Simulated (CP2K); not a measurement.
# CH7Si2 (SMILES C[SiH2][SiH2]) at PM3

Aim: the vertical ionisation energy of CH7Si2 at PM3, from 2 runs. 

Program for the calculation: CP2K 2026.2.

4 further runs of the same task are left out: 1 that didn't finish, 3 set aside as unsound or not needed.

## Step 1: The structure to begin with

CH7Si2: 10 atoms, total charge 0, spin state doublet. As SMILES, `C[SiH2][SiH2]`. Geometry: relaxed at GFN2-xTB. This is one conformer, not always the lowest.

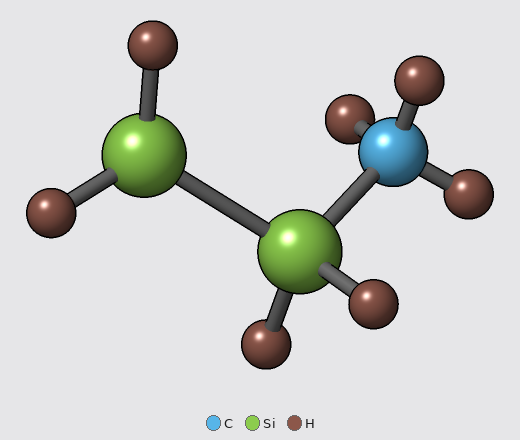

The structure, seen from a chosen angle (carbon blue, silicon green, hydrogen brown).

## Step 2: Energy and gradient at PM3

The input, molecule.inp:

```
&GLOBAL
  PROJECT molecule
  RUN_TYPE ENERGY_FORCE
  PRINT_LEVEL MEDIUM
&END GLOBAL

&FORCE_EVAL
  METHOD QUICKSTEP
  &DFT
    CHARGE 0
    MULTIPLICITY 2
    UNRESTRICTED_KOHN_SHAM T
    &QS
      METHOD PM3
      EPS_DEFAULT 1.0E-10
      &SE
        &COULOMB
          CUTOFF [angstrom] 50
          RC_RANGE [angstrom] 0
        &END COULOMB
        &EXCHANGE
          CUTOFF [angstrom] 50
          RC_RANGE [angstrom] 0
        &END EXCHANGE
      &END SE
    &END QS
    &POISSON
      PERIODIC NONE
      POISSON_SOLVER ANALYTIC
    &END POISSON
    &SCF
      SCF_GUESS ATOMIC
      EPS_SCF 1.0E-07
      MAX_SCF 100
      ADDED_MOS 8
      &DIAGONALIZATION
        ALGORITHM STANDARD
      &END DIAGONALIZATION
      &MIXING
        METHOD DIRECT_P_MIXING
        ALPHA 0.4
      &END MIXING
    &END SCF
    &PRINT
      &MOMENTS
        PERIODIC F
        REFERENCE COM
        MAX_MOMENT 1
      &END MOMENTS
      &MO ON
        ENERGIES T
        OCCUPATION_NUMBERS T
        NDIGITS 6
        &EACH
          QS_SCF 0
        &END EACH
        ADD_LAST NUMERIC
      &END MO
      &HIRSHFELD OFF
      &END HIRSHFELD
    &END PRINT
  &END DFT
  &SUBSYS
    &CELL
      ABC [angstrom] 12.1 11.1 12
      PERIODIC NONE
    &END CELL
    &COORD
      C     -0.976310     0.742900    -0.932450
      Si    -0.217280    -0.763830    -0.054450
      Si     1.338060    -0.005800     1.420750
      H     -1.738870     0.438040    -1.643060
      H     -0.225440     1.305360    -1.480330
      H     -1.442060     1.421610    -0.223680
      H      0.174750    -1.703400    -1.127510
      H     -1.289910    -1.452790     0.684900
      H      2.002880    -0.931260     2.341420
      H      2.374160     0.949180     1.014400
    &END COORD
    &TOPOLOGY
      &CENTER_COORDINATES
      &END CENTER_COORDINATES
    &END TOPOLOGY
  &END SUBSYS
  &PRINT
    &FORCES ON
    &END FORCES
  &END PRINT
&END FORCE_EVAL
```

Command:

```console
$ OMP_NUM_THREADS=1 cp2k.psmp molecule.inp > molecule.out
```

Standard output:

```text
CP2K| version string:                                       CP2K version 2026.2
[...]
 GLOBAL| Method name                                                        CP2K
[...]
 GLOBAL| Run type                                                   ENERGY_FORCE
[...]
                             - Atoms:                                         10
[...]
                             - Spherical basis functions:                     19
[...]
 Number of electrons:                                                         10
[...]
     1 P_Mix/Diag. 0.40E+00    0.0     0.34037503        -9.3264555231 -9.33E+00
[...]
    32 DIIS/Diag.  0.49E-07    0.0     0.00000008       -13.5822128522 -1.49E-13
  *** SCF run converged in    32 steps ***
  Core-core repulsion energy [eV]:                            743.66151409894951
  Core Hamiltonian energy [eV]:                              -513.20871909459458
  Two-electron integral energy [eV]:                        -1200.08720509566160
  Electronic energy [eV]:                                   -1113.25232164242539
  Total energy [eV]:                                         -369.59080754347582
  Atomic reference energy [eV]:                               370.94604761906396
  Heat of formation [kcal/mol]:                                31.25258106294350
[...]
 SE_DIPOLE| Moment [Debye]          0.03909897       0.03729545       0.58213649
 SE_DIPOLE| Derivative [a.u.]       0.00000000       0.00000000       0.00000000
 ENERGY| Total FORCE_EVAL ( QS ) energy [hartree]            -13.582212852229770
 FORCES| Atomic forces [hartree/bohr]
 FORCES|   Atom     x               y               z               |f|
 FORCES|      1  5.59168051E-03 -8.30717970E-03  6.73233430E-03   1.20665012E-02
 FORCES|      2 -1.80000733E-02  8.38663508E-03 -1.93902327E-02   2.77546286E-02
 FORCES|      3  1.09222841E-02  3.74647904E-03  1.18818992E-02   1.65684013E-02
 FORCES|      4 -3.95784597E-03 -2.72928967E-03 -3.47344049E-03   5.93113443E-03
 FORCES|      5  4.07990561E-03  2.27496822E-03 -2.42779279E-03   5.26453113E-03
 FORCES|      6 -2.11026851E-03  3.12731576E-03  3.83077642E-03   5.37663325E-03
 FORCES|      7  6.25288823E-03 -3.17460882E-03 -6.17258844E-04   7.03972733E-03
 FORCES|      8 -2.27432752E-03 -2.07010051E-03  5.37593889E-03   6.19343207E-03
 FORCES|      9 -8.81141701E-04 -5.65856687E-03  2.93296005E-03   6.43413121E-03
 FORCES|     10  3.76898554E-04  4.40434748E-03 -4.84518406E-03   6.55866891E-03
 FORCES| Sum    -6.93889390E-18  2.77555756E-17 -4.16333634E-17
 FORCES| Total atomic force                                       5.05159101E-17
[...]
```

Run time: 0.48 s. Hardware: 1 thread of Arm Neoverse N1, shared host; peak memory 0.14 GiB.

## Step 3: The singlet cation at the same level

The input, qs.inp:

```
&GLOBAL
    PROJECT qs
    RUN_TYPE ENERGY_FORCE
    PRINT_LEVEL MEDIUM
&END GLOBAL

&FORCE_EVAL
    METHOD Quickstep
    &DFT
        CHARGE 1
        &QS
            METHOD PM3
            EPS_DEFAULT 1.0E-10
            &SE
                &COULOMB
                    CUTOFF [angstrom] 50
                    RC_RANGE [angstrom] 0
                &END COULOMB
                &EXCHANGE
                    CUTOFF [angstrom] 50
                    RC_RANGE [angstrom] 0
                &END EXCHANGE
            &END SE
        &END QS
        ! isolated system
        &POISSON
            PERIODIC NONE
            POISSON_SOLVER ANALYTIC
        &END POISSON
        &SCF
            SCF_GUESS ATOMIC
            EPS_SCF 1.0E-07
            MAX_SCF 50
            &OT
                MINIMIZER DIIS
                PRECONDITIONER FULL_ALL
            &END OT
            &OUTER_SCF
                EPS_SCF 1.0E-07
                MAX_SCF 5
            &END OUTER_SCF
        &END SCF
        &PRINT
            &MOMENTS
                PERIODIC F
                REFERENCE COM
                MAX_MOMENT 1
            &END MOMENTS
            &MO_CUBES
                NLUMO 5
                NHOMO -1
                WRITE_CUBE F
            &END MO_CUBES
            &HIRSHFELD OFF
            &END HIRSHFELD
        &END PRINT
    &END DFT
    ! atoms, cell and kinds
    &SUBSYS
        ! vacuum box
        &CELL
            ABC 12.1 11.1 12
            PERIODIC NONE
        &END CELL
        &COORD
            C     -0.976310     0.742900    -0.932450
            Si    -0.217280    -0.763830    -0.054450
            Si     1.338060    -0.005800     1.420750
            H     -1.738870     0.438040    -1.643060
            H     -0.225440     1.305360    -1.480330
            H     -1.442060     1.421610    -0.223680
            H      0.174750    -1.703400    -1.127510
            H     -1.289910    -1.452790     0.684900
            H      2.002880    -0.931260     2.341420
            H      2.374160     0.949180     1.014400
        &END COORD
        &TOPOLOGY
            &CENTER_COORDINATES
            &END CENTER_COORDINATES
        &END TOPOLOGY
    &END SUBSYS
    ! extra output
    &PRINT
        &FORCES ON
        &END FORCES
    &END PRINT
&END FORCE_EVAL
```

Command:

```console
$ OMP_NUM_THREADS=1 cp2k.psmp -i qs.inp > qs.out 2>&1
```

Standard output:

```text
CP2K| version string:                                       CP2K version 2026.2
[...]
 GLOBAL| Method name                                                        CP2K
[...]
 GLOBAL| Run type                                                   ENERGY_FORCE
[...]
                             - Atoms:                                         10
[...]
                             - Spherical basis functions:                     19
[...]
 Number of electrons:                                                         18
[...]
     1 OT DIIS     0.15E+00    0.0     0.45711733        -9.6562094962 -9.66E+00
[...]
     9 OT DIIS     0.15E+00    0.0     0.00000006       -13.2918180701 -3.25E-12
  *** SCF run converged in     9 steps ***
  Core-core repulsion energy [eV]:                            743.66151409894951
  Core Hamiltonian energy [eV]:                              -491.20982656598551
  Two-electron integral energy [eV]:                        -1228.28090237988954
  Electronic energy [eV]:                                   -1105.35027775593039
  Total energy [eV]:                                         -361.68876365698071
  Atomic reference energy [eV]:                               370.94604761906396
  Heat of formation [kcal/mol]:                               213.47805651491893
[...]
 SE_DIPOLE| Moment [Debye]         -2.65906736      -0.80885572      -3.72289241
 SE_DIPOLE| Derivative [a.u.]       0.00000000       0.00000000       0.00000000
 *** WARNING in qs_scf_post_se.F:140 :: Printing of MO cube files not ***
 *** implemented for Semi-Empirical method.                           ***
 ENERGY| Total FORCE_EVAL ( QS ) energy [hartree]            -13.291818070099289
 FORCES| Atomic forces [hartree/bohr]
 FORCES|   Atom     x               y               z               |f|
 FORCES|      1  1.05866078E-02 -1.03829555E-02  1.12273483E-02   1.85993382E-02
 FORCES|      2 -3.86375839E-02  1.54838425E-02 -1.92866196E-02   4.58757666E-02
 FORCES|      3  3.03318841E-02 -1.58128039E-02 -8.67492422E-03   3.52891239E-02
 FORCES|      4 -4.69910111E-03 -3.36816033E-03 -4.20784615E-03   7.15066601E-03
 FORCES|      5  3.49885145E-03  3.00943734E-03 -3.61323903E-03   5.86124311E-03
 FORCES|      6 -3.31887811E-03  3.65899558E-03  2.82524161E-03   5.69079877E-03
 FORCES|      7  1.29307536E-02 -2.40199713E-03  4.09018328E-03   1.37732922E-02
 FORCES|      8 -3.92118126E-04 -1.55052162E-03  5.08185364E-03   5.32758016E-03
 FORCES|      9 -5.30620616E-03  9.16086533E-04  9.10754039E-03   1.05802803E-02
 FORCES|     10 -4.99420950E-03  1.04480765E-02  3.45046180E-03   1.20834647E-02
 FORCES| Sum     3.46944695E-17 -3.46944695E-17 -6.24500451E-17
 FORCES| Total atomic force                                       7.94192708E-17
[...]
```

Run time: 1 s. Hardware: 1 thread of Arm Neoverse N1, shared host; peak memory 0.14 GiB.

## Step 4: Summary of results

Level: PM3.

| quantity | value |
| --- | --- |
| doublet CH7Si2: total energy | -13.58221 Eh |
| doublet CH7Si2: dipole moment | 0.58 D |
| doublet CH7Si2: HOMO energy (highest over α and β) | -8.09 eV |
| doublet CH7Si2: LUMO energy (lowest over α and β) | -1.64 eV |
| doublet CH7Si2: heat of formation at this unrelaxed shape | 31.3 kcal/mol |
| doublet CH7Si2: largest force on an atom | 1.427 eV/Å |
| singlet cation: total energy | -13.29182 Eh |
| singlet cation: heat of formation at this unrelaxed shape | 213.5 kcal/mol |
| singlet cation: largest force on an atom | 2.359 eV/Å |
| vertical ionisation energy (to the singlet cation) | 7.902 eV |

Removing an electron at fixed nuclei costs 7.90 eV (182 kcal/mol). The largest force (doublet CH7Si2) is 1.43 eV/Å: the shape isn't a stationary point for this species at this level. Only the singlet of the ionised species was computed; a triplet could lie lower.
